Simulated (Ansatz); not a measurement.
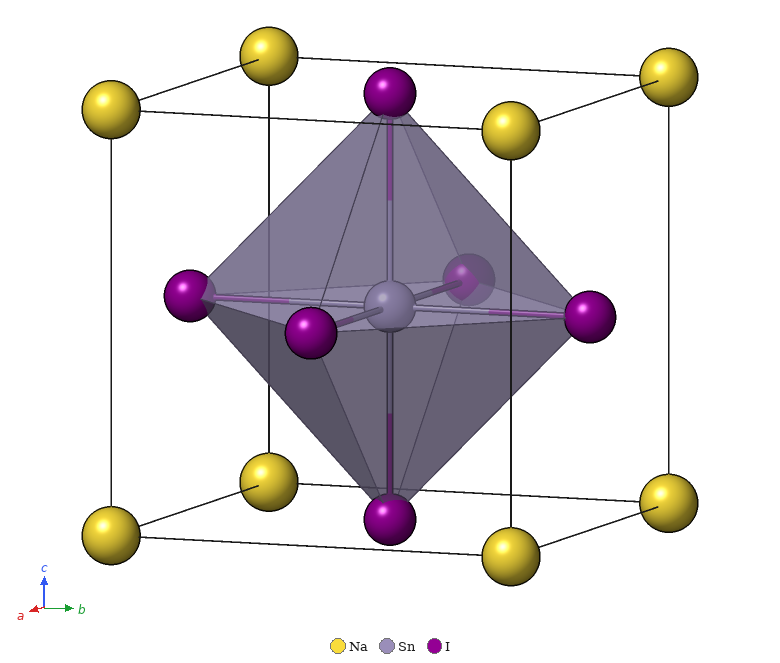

Polyhedra are drawn about Sn (bonds: I–Sn below 3.4 Å); other atoms are plain spheres.

The compound is NaSnI3 (space group Pm-3m, No. 221), taken as the end point of a relaxation with DFT, PBEsol, plane waves, PAW (Ansatz 0.2.0); the starting structure was generated, so it need not be a known form of this composition.

Sharing among the drawn polyhedra:

| site | polyhedron | corner-sharing neighbours | edge-sharing | face-sharing | bond (Å) |
| --- | --- | --- | --- | --- | --- |
| Sn | SnI6 octahedron | 6 | 0 | 0 | 3.05 |

They form a three-dimensional framework of corner-sharing octahedra.
